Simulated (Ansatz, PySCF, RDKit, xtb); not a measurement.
# Which structure has the formula AlPNH4F?, part 2 of 2

Task: start from the formula AlPNH4F, draw up candidate structures, narrow them down in stages, and characterise the one that lies lowest at 298.15 K.

xtb, Ansatz and PySCF; isolated molecules. Earlier steps stand in the parts before.

### Step 11. c066a at CCSD(T)/def2-TZVP

The input, input.yaml:

```yaml
crystal:
  periodic: [false, false, false]
  atoms:
    - {symbol: Al, position_ang: [-2.460756, -0.006080, -1.391835]}
    - {symbol: F, position_ang: [-4.090059, 0.132154, -1.718076]}
    - {symbol: N, position_ang: [-1.730586, 1.209108, -0.312611]}
    - {symbol: P, position_ang: [-0.089767, 1.380348, 0.242212]}
    - {symbol: H, position_ang: [-1.623326, -1.170428, -2.022378]}
    - {symbol: H, position_ang: [-2.314855, 1.947823, 0.073285]}
    - {symbol: H, position_ang: [0.200871, 0.032793, 0.641203]}
    - {symbol: H, position_ang: [0.628207, 1.216313, -0.989461]}
basis:
  gaussian:
    orbitals: def2-TZVP
magnetization:
  spin_polarized: false
correlation:
  method: ccsd_t
  frozen_orbitals: {"N": 1, F: 1, P: 5, H: 0, Al: 5}
```

The run is started by

```bash
$ ansatz run input.yaml --threads 2 --pin off --max-ram 4350MiB --events-out events.jsonl --progress --plain --runs-dir runs
```

What it wrote, cut to the lines that bear on the results:

```text
Warning: RAYON_NUM_THREADS=2 ignored (pool sized by the plan → 2); use --threads N
Functional definition: HF
  name "HF"
[...]
1046 factors; integrals over basis functions are off by at most 1.1e-3 eV
[...]
mean field -20111.23903229 eV, -739.0744025492 hartree, gradient 1.9e-6 eV, S^2 0.000000; 0 other end points of the search recorded, 0 dependent functions left out
12 core orbitals not correlated: weight in the atoms' cores, before any rotation towards them, 1.000 or more for the frozen orbitals, at most 0.000 for the correlated occupied ones
reference -20111.23903229 eV, -739.0744025492 hartree; 12, 12 occupied and 136, 136 virtual orbitals, 1046 factors
second order -18.50130798 eV of doubles, -0.00000000 eV of singles
cycle   1  -18.85810292 eV  change   -3.6e-1 eV  update   1.0e-1
[...]
cycle  10  -19.44484185 eV  change   -1.2e-5 eV  update   1.3e-5
perturbative correction -0.67483522 eV, -0.0247997369 hartree
Total energy: -20131.35870936 eV, -739.8137870440 hartree
```

It took 27 s on 2 threads of Arm Neoverse V2, shared host; peak memory 1.2 GiB.

### Step 12. Free energies and the winner

Energies in kcal/mol from c698a; G adds the thermal terms to the CCSD(T)/def2-TZVP energy. The columns left of the relaxed level are at the tight-binding geometries.

```csv
label,SMILES,spin,GFN2-xTB,HF/STO-3G,r2SCAN-D4/def2-SVP,B3LYP-D3(BJ)/def2-SVP,HF/def2-TZVP,MP2/def2-TZVP,CCSD(T)/def2-TZVP,G,share at equilibrium,T1
c698a,[NH2][Al]([F])[PH2],singlet,0.0,0.0,0.0,0.0,0.0,0.0,0.0,0.0,100.0 %,0.013
c066a,[F][AlH][NH]P,singlet,-9.1,8.9,19.6,16.3,13.5,16.3,16.5,15.8,< 0.1 %,0.013
c481a,[F][AlH]1[NH2][PH]1 ‡,singlet,7.2,19.1,20.1,19.3,25.2,23.4,22.5,24.3,< 0.1 %,0.013
```

‡ marks the bonded skeleton alone, with all bonds drawn single: no Lewis structure was assigned that passes a check against the bond lengths.

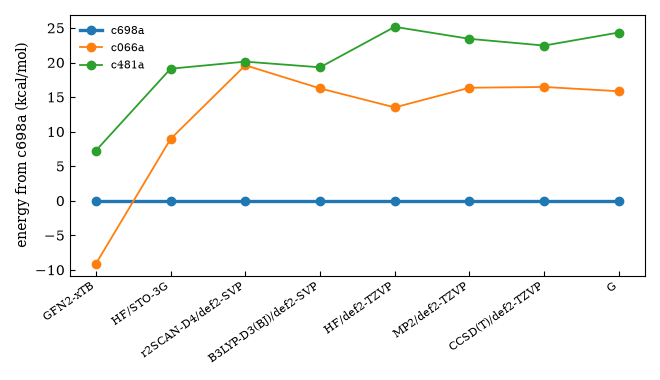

The finalists at each level, measured from c698a.

Lowest found: c698a, `[NH2][Al]([F])[PH2]`, a singlet of point group C1. Bond lengths: Al1–F2 1.671 Å, Al1–N3 1.765 Å, Al1–P4 2.326 Å, N3–H5 1.016 Å, N3–H6 1.015 Å, P4–H7 1.432 Å, P4–H8 1.431 Å. Angles: F2–Al1–N3 117.3°, F2–Al1–P4 118.9°, N3–Al1–P4 123.7°, Al1–N3–H5 124.6°, Al1–N3–H6 125.3°, Al1–P4–H7 92.4°, Al1–P4–H8 91.9°, H5–N3–H6 110.1°, H7–P4–H8 93.8°.

```xyz
8

Al   -2.3699   -0.0029   -0.5175
F    -3.6474   -0.8009    0.2055
N    -2.2465    1.7375   -0.2498
P    -0.8004   -1.2409   -1.7073
H    -2.8889    2.2808    0.3201
H    -1.5333    2.3425   -0.6450
H    -0.5752   -0.1751   -2.6365
H    -1.8171   -1.8510   -2.5082
```

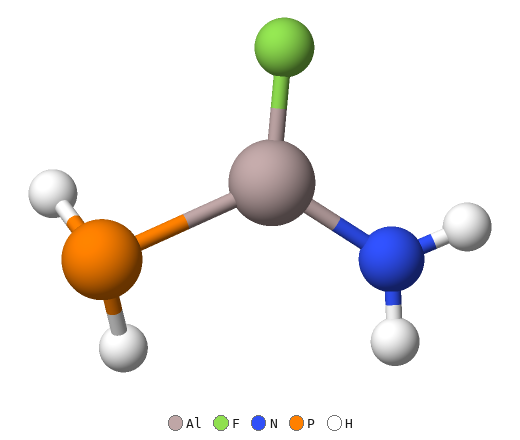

The lowest structure found, seen from a chosen angle (aluminium light grey, fluorine green, nitrogen blue, phosphorus orange, hydrogen white).

### Step 13. Density, orbitals and dipole (PBE0/def2-TZVPD)

The input, input.yaml:

```yaml
crystal:
  periodic: [false, false, false]
  atoms:
    - {symbol: Al, position_ang: [-2.369852, -0.002947, -0.517541]}
    - {symbol: F, position_ang: [-3.647404, -0.800938, 0.205512]}
    - {symbol: N, position_ang: [-2.246490, 1.737531, -0.249795]}
    - {symbol: P, position_ang: [-0.800409, -1.240857, -1.707318]}
    - {symbol: H, position_ang: [-2.888920, 2.280755, 0.320100]}
    - {symbol: H, position_ang: [-1.533346, 2.342499, -0.645042]}
    - {symbol: H, position_ang: [-0.575242, -0.175086, -2.636464]}
    - {symbol: H, position_ang: [-1.817129, -1.851013, -2.508151]}
basis:
  gaussian:
    orbitals: def2-TZVPD
hamiltonian:
  xc: pbe0
output: {forces: true, orbitals: {seedname: orbitals}}
```

The run is started by

```bash
$ ansatz run input.yaml --threads 2 --pin off --max-ram 4350MiB --events-out events.jsonl --progress --plain --runs-dir runs
```

What it wrote, cut to the lines that bear on the results:

```text
Warning: RAYON_NUM_THREADS=2 ignored (pool sized by the plan → 2); use --threads N
Functional definition: PBE0
  name "PBE0"
[...]
1166 factors; their error is unknown
[...]
mean field -20152.75512226 eV, -740.6000907149 hartree, gradient 5.1e-5 eV, S^2 0.000000; 0 other end points of the search recorded, 0 dependent functions left out
[...]
reference -20152.75516298 eV, -740.6000922113 hartree; 24, 24 occupied and 175, 175 virtual orbitals, 1166 factors
[...]
Atom 3 at    -0.800409    -1.240857    -1.707318 Å, force    -0.155122     0.094174    -0.141380 eV/Å
Atom 4 at    -2.888920     2.280755     0.320100 Å, force     0.232785    -0.198727    -0.207145 eV/Å
Atom 5 at    -1.533346     2.342499    -0.645042 Å, force    -0.260337    -0.235776     0.139371 eV/Å
Atom 6 at    -0.575242    -0.175086    -2.636464 Å, force    -0.051782    -0.133617     0.124533 eV/Å
Atom 7 at    -1.817129    -1.851013    -2.508151 Å, force     0.119204     0.089334     0.101265 eV/Å
Dipole moment:     0.160982     0.417542    -0.163859 e Å
```

Wall time 5.4 s (2 threads of Arm Neoverse V2, shared host).

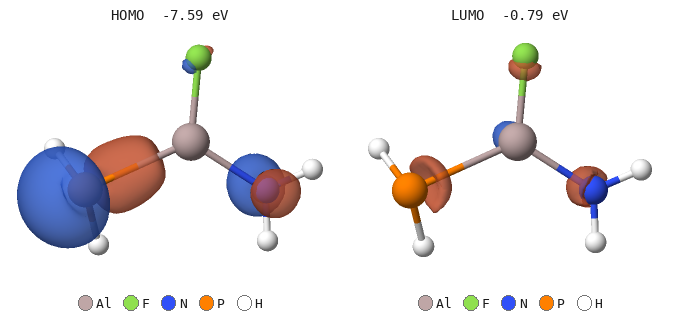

Frontier orbitals of this run, surfaces at ±0.2 Å^-3/2.

### Step 14. Frequencies after a tight-binding relaxation (GFN2-xTB)

The input, start.xyz:

```xyz
8
c698a
Al    -2.369852    -0.002947    -0.517541
F     -3.647404    -0.800938     0.205512
N     -2.246490     1.737531    -0.249795
P     -0.800409    -1.240857    -1.707318
H     -2.888920     2.280755     0.320100
H     -1.533346     2.342499    -0.645042
H     -0.575242    -0.175086    -2.636464
H     -1.817129    -1.851013    -2.508151
```

The run is started by

```bash
$ xtb start.xyz --gfn 2 --ohess tight
```

What it wrote, cut to the lines that bear on the results:

```text
[...]
         ::                     SUMMARY                     ::
         :::::::::::::::::::::::::::::::::::::::::::::::::::::
         :: total energy             -13.385264434237 Eh    ::
         :: gradient norm              0.000204778321 Eh/a0 ::
         :: HOMO-LUMO gap              3.814928542106 eV    ::
         ::.................................................::
         :: SCC energy               -13.477417411857 Eh    ::
         :: -> isotropic ES            0.054060327374 Eh    ::
         :: -> anisotropic ES          0.002102023958 Eh    ::
         :: -> anisotropic XC          0.001555193302 Eh    ::
         :: -> dispersion             -0.003751230542 Eh    ::
         :: repulsion energy           0.092152977620 Eh    ::
         :: add. restraining           0.000000000000 Eh    ::
         :: total charge               0.000000000000 e     ::
         :::::::::::::::::::::::::::::::::::::::::::::::::::::
[...]
          | TOTAL ENERGY              -13.385264434238 Eh   |
          | TOTAL ENTHALPY            -13.334427428943 Eh   |
          | TOTAL FREE ENERGY         -13.374479889106 Eh   |
          | GRADIENT NORM               0.000204761719 Eh/α |
[...]
```

Run time: 0.13 s. Hardware: 2 threads of Arm Neoverse V2, shared host.

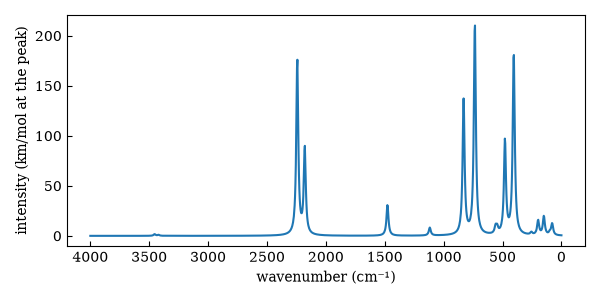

Harmonic infrared spectrum, unscaled, lines broadened by 10 cm⁻¹.

### Step 15. Electronic excitations (TD-B3LYP/def2-SVPD)

An in-house driver calls PySCF's response routines at TD-B3LYP/def2-SVPD; it has no typed input.

What it wrote:

```text
coarse grid: 7880 points
cycle   1  E = -740.4751165395  dE =  4.303e-02  |g| = 7.376e-01  |ddm| = 3.545e+00
cycle   2  E = -740.2412990973  dE =  2.338e-01  |g| = 1.343e+00  |ddm| = 1.802e+00
cycle   3  E = -740.5830625087  dE = -3.418e-01  |g| = 6.462e-02  |ddm| = 1.045e+00
cycle   4  E = -740.5838227438  dE = -7.602e-04  |g| = 4.020e-02  |ddm| = 1.458e-01
cycle   5  E = -740.5841761069  dE = -3.534e-04  |g| = 1.137e-02  |ddm| = 5.007e-02
cycle   6  E = -740.5842076687  dE = -3.156e-05  |g| = 2.291e-03  |ddm| = 1.517e-02
cycle   7  E = -740.5842090878  dE = -1.419e-06  |g| = 5.466e-04  |ddm| = 4.120e-03
final grid: 67904 points
cycle   8  E = -740.6707428016  dE = -1.246e-05  |g| = 3.823e-03  |ddm| = 2.940e-02
cycle   9  E = -740.6707373947  dE =  5.407e-06  |g| = 6.431e-03  |ddm| = 7.936e-03
cycle  10  E = -740.6707457773  dE = -8.383e-06  |g| = 2.977e-04  |ddm| = 4.907e-03
cycle  11  E = -740.6707457999  dE = -2.257e-08  |g| = 1.200e-04  |ddm| = 6.917e-04
cycle  12  E = -740.6707458054  dE = -5.444e-09  |g| = 1.193e-05  |ddm| = 2.399e-04
cycle  13  E = -740.6707458054  dE = -3.706e-11  |g| = 5.301e-06  |ddm| = 2.257e-05
converged SCF energy = -740.6707458054

Static polarisability (au): isotropic 62.451, principal 53.526 57.663 76.165

Singlet excitations
state   eV       nm        f      main configurations
  1   5.5592    223.0   0.04620   H->L 0.85, H-1->L 0.12
  2   5.8022    213.7   0.06797   H-1->L 0.77, H->L+1 0.14
  3   6.1939    200.2   0.03921   H->L+2 0.67, H->L+1 0.20
  4   6.4015    193.7   0.16046   H->L+1 0.57, H->L+2 0.26
  5   6.6137    187.5   0.04335   H-1->L+1 0.92
  6   6.7644    183.3   0.00862   H-1->L+2 0.87
  7   7.0408    176.1   0.01741   H->L+3 0.88
  8   7.2241    171.6   0.02068   H-2->L 0.59, H-1->L+3 0.21, H->L+4 0.08

Triplet excitations (Tamm-Dancoff, eV): 5.0899 5.3347 5.4821
```

Run time: 5.4 s. Hardware: 2 threads of Arm Neoverse V2, shared host.

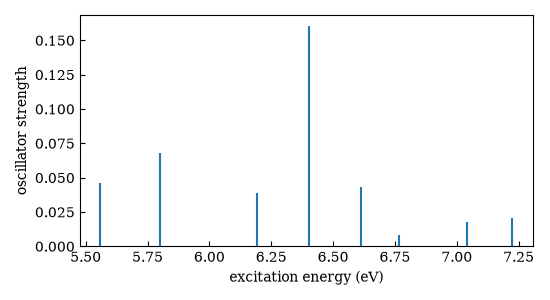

Vertical excitations as sticks.

The roots found:

```csv
excited state,energy (eV),strength
1,5.559,0.0462
2,5.802,0.0680
3,6.194,0.0392
4,6.402,0.1605
5,6.614,0.0433
6,6.764,0.0086
7,7.041,0.0174
8,7.224,0.0207
```

### Step 16. NMR shieldings (GIAO PBE0/pcSseg-1)

An in-house driver calls PySCF's response routines at GIAO PBE0/pcSseg-1; it has no typed input.

What it wrote:

```text
coarse grid: 7880 points
cycle   1  E = -740.3428393497  dE =  4.860e-02  |g| = 7.335e-01  |ddm| = 2.495e+00
cycle   2  E = -740.2082524776  dE =  1.346e-01  |g| = 1.167e+00  |ddm| = 1.151e+00
cycle   3  E = -740.4420536992  dE = -2.338e-01  |g| = 5.223e-02  |ddm| = 7.197e-01
cycle   4  E = -740.4425429568  dE = -4.893e-04  |g| = 3.259e-02  |ddm| = 8.561e-02
cycle   5  E = -740.4427462082  dE = -2.033e-04  |g| = 8.098e-03  |ddm| = 2.736e-02
cycle   6  E = -740.4427608992  dE = -1.469e-05  |g| = 2.694e-03  |ddm| = 9.291e-03
cycle   7  E = -740.4427623572  dE = -1.458e-06  |g| = 2.861e-04  |ddm| = 2.843e-03
final grid: 67904 points
cycle   8  E = -740.4684442102  dE = -1.968e-05  |g| = 5.495e-03  |ddm| = 1.376e-02
cycle   9  E = -740.4684357653  dE =  8.445e-06  |g| = 8.343e-03  |ddm| = 8.904e-03
cycle  10  E = -740.4684507710  dE = -1.501e-05  |g| = 3.452e-04  |ddm| = 5.259e-03
cycle  11  E = -740.4684507909  dE = -1.992e-08  |g| = 1.612e-04  |ddm| = 5.043e-04
cycle  12  E = -740.4684507957  dE = -4.777e-09  |g| = 5.200e-05  |ddm| = 1.554e-04
cycle  13  E = -740.4684507960  dE = -3.556e-10  |g| = 1.244e-05  |ddm| = 3.639e-05
converged SCF energy = -740.4684507960

GIAO shielding tensors (ppm)
atom      isotropic    diamagn.    paramagn.     s11        s22        s33       span
  0 Al     401.750     794.757    -393.006    354.136    364.296    486.819    132.683
  1 F      332.064     468.990    -136.925    241.861    333.806    420.526    178.666
  2 N      233.748     318.238     -84.490    200.710    221.037    279.497     78.786
  3 P      660.883     967.473    -306.590    576.067    646.775    759.806    183.739
  4 H       30.226      28.840       1.386     23.551     25.061     42.067     18.517
  5 H       30.349      32.019      -1.670     24.236     27.221     39.589     15.353
  6 H       30.487      29.590       0.897     25.168     27.349     38.943     13.775
  7 H       30.266      27.282       2.984     25.187     26.528     39.084     13.897
```

Run time: 3.6 s. Hardware: 2 threads of Arm Neoverse V2, shared host.

Isotropic shieldings (absolute, not shifts):

```csv
atoms,shielding (ppm)
Al1,401.8
F2,332.1
N3,233.7
P4,660.9
H5,30.23
H6,30.35
H7,30.49
H8,30.27
```

### Step 17. The cation at the same geometry (PBE0/def2-TZVPD)

Changes to input.yaml since step 13:

```diff
@@ -5,3 +5,3 @@
     - {symbol: F, position_ang: [-3.647404, -0.800938, 0.205512]}
-    - {symbol: N, position_ang: [-2.246490, 1.737531, -0.249795]}
+    - {symbol: "N", position_ang: [-2.246490, 1.737531, -0.249795]}
     - {symbol: P, position_ang: [-0.800409, -1.240857, -1.707318]}
@@ -14,4 +14,7 @@
     orbitals: def2-TZVPD
+total_charge: 1
+magnetization:
+  spin_polarized: true
+  initial_magnetization: 1
 hamiltonian:
   xc: pbe0
-output: {forces: true, orbitals: {seedname: orbitals}}
```

The run is started by

```bash
$ ansatz run input.yaml --threads 2 --pin off --max-ram 4350MiB --events-out events.jsonl --progress --plain --runs-dir runs
```

What it wrote, cut to the lines that bear on the results:

```text
Warning: RAYON_NUM_THREADS=2 ignored (pool sized by the plan → 2); use --threads N
[... 2 set-up lines as earlier in the session ...]
[...]
1166 factors; their error is unknown
[...]
mean field -20143.18945970 eV, -740.2485590997 hartree, gradient 4.5e-5 eV, S^2 0.770869; 2 other end points of the search recorded, 0 dependent functions left out
reference -20143.18949636 eV, -740.2485604471 hartree; 24, 23 occupied and 175, 176 virtual orbitals, 1166 factors
Total energy: -20143.18949636 eV, -740.2485604471 hartree
```

Wall time 9.9 s (2 threads of Arm Neoverse V2, shared host); peak memory 0.61 GiB.

Difference from the parent: 9.57 eV.

### Step 18. The anion at the same geometry (PBE0/def2-TZVPD)

The input, input.yaml:

```yaml
crystal:
  periodic: [false, false, false]
  atoms:
    - {symbol: Al, position_ang: [-2.369852, -0.002947, -0.517541]}
    - {symbol: F, position_ang: [-3.647404, -0.800938, 0.205512]}
    - {symbol: N, position_ang: [-2.246490, 1.737531, -0.249795]}
    - {symbol: P, position_ang: [-0.800409, -1.240857, -1.707318]}
    - {symbol: H, position_ang: [-2.888920, 2.280755, 0.320100]}
    - {symbol: H, position_ang: [-1.533346, 2.342499, -0.645042]}
    - {symbol: H, position_ang: [-0.575242, -0.175086, -2.636464]}
    - {symbol: H, position_ang: [-1.817129, -1.851013, -2.508151]}
basis:
  gaussian: {orbitals: def2-TZVPD}
total_charge: -1
magnetization: {spin_polarized: true, initial_magnetization: 1}
hamiltonian: {xc: {name: PBE0}}
scf: {lower_state_search: off}
```

The run is started by

```bash
$ ansatz run input.yaml --threads 2 --pin off --max-ram 4350MiB --events-out events.jsonl --progress --plain --runs-dir runs
```

What it wrote, cut to the lines that bear on the results:

```text
Warning: RAYON_NUM_THREADS=2 ignored (pool sized by the plan → 2); use --threads N
[... 2 set-up lines as earlier in the session ...]
[...]
1166 factors; their error is unknown
[...]
mean field -20152.42641077 eV, -740.5880107904 hartree, gradient 2.8e-6 eV, S^2 0.751343; 0 other end points of the search recorded, 0 dependent functions left out
reference -20152.42644837 eV, -740.5880121724 hartree; 25, 24 occupied and 174, 175 virtual orbitals, 1166 factors
Total energy: -20152.42644837 eV, -740.5880121724 hartree
Checks for a lower state left out: stability, starts, cluster_reference, orbital_swaps, neighbouring_geometries, increment
```

Wall time 6 s (2 threads of Arm Neoverse V2, shared host); peak memory 0.55 GiB.

Parent less the species with the added electron: -0.33 eV. The extra electron isn't bound at this geometry, so the number measures the basis, not the molecule.

### Step 19. The triplet at the same geometry (PBE0/def2-TZVPD)

The input, input.yaml:

```yaml
crystal:
  periodic: [false, false, false]
  atoms:
    - {symbol: Al, position_ang: [-2.369852, -0.002947, -0.517541]}
    - {symbol: F, position_ang: [-3.647404, -0.800938, 0.205512]}
    - {symbol: "N", position_ang: [-2.246490, 1.737531, -0.249795]}
    - {symbol: P, position_ang: [-0.800409, -1.240857, -1.707318]}
    - {symbol: H, position_ang: [-2.888920, 2.280755, 0.320100]}
    - {symbol: H, position_ang: [-1.533346, 2.342499, -0.645042]}
    - {symbol: H, position_ang: [-0.575242, -0.175086, -2.636464]}
    - {symbol: H, position_ang: [-1.817129, -1.851013, -2.508151]}
basis:
  gaussian:
    orbitals: def2-TZVPD
magnetization:
  spin_polarized: true
  initial_magnetization: 2
hamiltonian:
  xc: {name: PBE0}
```

The run is started by

```bash
$ ansatz run input.yaml --threads 2 --pin off --max-ram 4350MiB --events-out events.jsonl --progress --plain --runs-dir runs
```

What it wrote, cut to the lines that bear on the results:

```text
Warning: RAYON_NUM_THREADS=2 ignored (pool sized by the plan → 2); use --threads N
[... 2 set-up lines as earlier in the session ...]
[...]
1166 factors; their error is unknown
[...]
mean field -20147.58888432 eV, -740.4102349726 hartree, gradient 3.8e-6 eV, S^2 2.005490; 9 other end points of the search recorded, 0 dependent functions left out
reference -20147.58894496 eV, -740.4102372010 hartree; 25, 23 occupied and 174, 176 virtual orbitals, 1166 factors
Total energy: -20147.58894496 eV, -740.4102372010 hartree
```

It took 34 s on 2 threads of Arm Neoverse V2, shared host; peak memory 0.86 GiB.

It lies 5.17 eV above the singlet.

### Step 20. Stability of the closed-shell solution (PBE0/def2-SVP)

The input, geometry.xyz:

```xyz
8
AlFH4NP
Al    -2.369852    -0.002947    -0.517541
F     -3.647404    -0.800938     0.205512
N     -2.246490     1.737531    -0.249795
P     -0.800409    -1.240857    -1.707318
H     -2.888920     2.280755     0.320100
H     -1.533346     2.342499    -0.645042
H     -0.575242    -0.175086    -2.636464
H     -1.817129    -1.851013    -2.508151
```

The input, input.py:

```python
from pyscf import gto, dft

molecule = gto.M(
    atom='geometry.xyz',
    basis='def2-svp',
    max_memory=3100,
    charge=0,
    verbose=3,
    spin=0,
)

myscf = dft.RKS(molecule)
myscf.xc = 'pbe0'
myscf = myscf.density_fit(auxbasis='def2-universal-jkfit')
myscf.grids.level = 3
myscf.max_cycle = 100
myscf.kernel()
if not myscf.converged:
    myscf = myscf.newton().run(myscf.mo_coeff, myscf.mo_occ)

etot = myscf.e_tot
print('Final energy', etot)
mo_i, mo_e, stable_i, stable_e = myscf.stability(internal=True, external=True, return_status=True)
print('stable: internal', stable_i, 'external', stable_e)
```

The run is started by

```bash
$ OMP_NUM_THREADS=2 python input.py
```

What it wrote:

```text
converged SCF energy = -740.197402802901
Final energy -740.1974028029015
<class 'pyscf.df.df_jk.DFRKS'> wavefunction is stable in the internal stability analysis
<class 'pyscf.df.df_jk.DFRKS'> wavefunction is stable in the real -> complex stability analysis
<class 'pyscf.df.df_jk.DFRKS'> wavefunction is stable in the RHF/RKS -> UHF/UKS stability analysis
stable: internal True external True
```

Wall time 47 s (2 threads of Arm Neoverse V2, shared host).

### Step 21. Results

This closing draws on all 2 parts.

| quantity | value |
| --- | --- |
| lowest structure found | [NH2][Al]([F])[PH2], singlet, C1 |
| next finalist | [F][AlH][NH]P, singlet, 15.8 kcal/mol higher in G |
| share at equilibrium, among the finalists | 100.0 % |
| funnel | 46 starts, 32 minima at GFN2-xTB, 19 screening runs, 1 rescued, 3 relaxed, 3 ranked |
| CPU time of all runs | 27 min |
| harmonic wavenumbers, lowest and highest (B3LYP-D3(BJ)/def2-SVP) | 88 and 3659 cm⁻¹ |
| rotational constants, same geometry | 0.2036, 0.08882, 0.06268 cm⁻¹ |
| dipole moment (PBE0/def2-TZVPD) | 2.29 D |
| HOMO energy (PBE0/def2-TZVPD) | -7.59 eV |
| LUMO energy (PBE0/def2-TZVPD) | -0.79 eV |
| HOMO–LUMO gap (PBE0/def2-TZVPD) | 6.81 eV |
| lowest excitation (TD-B3LYP/def2-SVPD) | 5.56 eV (f = 0.046) |
| strongest of the states computed, same level | 6.40 eV (f = 0.160) |
| lowest triplet excitation, same level, Tamm-Dancoff | 5.09 eV |
| vertical ionisation energy | 9.57 eV |
| vertical electron affinity | -0.33 eV (unbound: the value depends on the basis) |
| vertical triplet less singlet | +5.17 eV |

What this shows: The search ends on `[NH2][Al]([F])[PH2]`. The margin of 15.8 kcal/mol over the next finalist is beyond the usual error of the last level; it says nothing of structures that weren't ranked. HF/STO-3G, r2SCAN-D4/def2-SVP, B3LYP-D3(BJ)/def2-SVP, HF/def2-TZVP and MP2/def2-TZVP already put its bonding pattern lowest among the structures in one piece; GFN2-xTB favours the singlet [F][AlH][NH]P. The largest share of the time went into rescue (27 %). 3 minima inside the window were never screened. The search is not exhaustive (a finite list of starts, one conformer a finalist), so a lower isomer can't be ruled out. Patterns outside the rules of the enumeration were met only by chance. The lowest isomer need not be the one that is made and kept in a bottle, which depends on barriers.
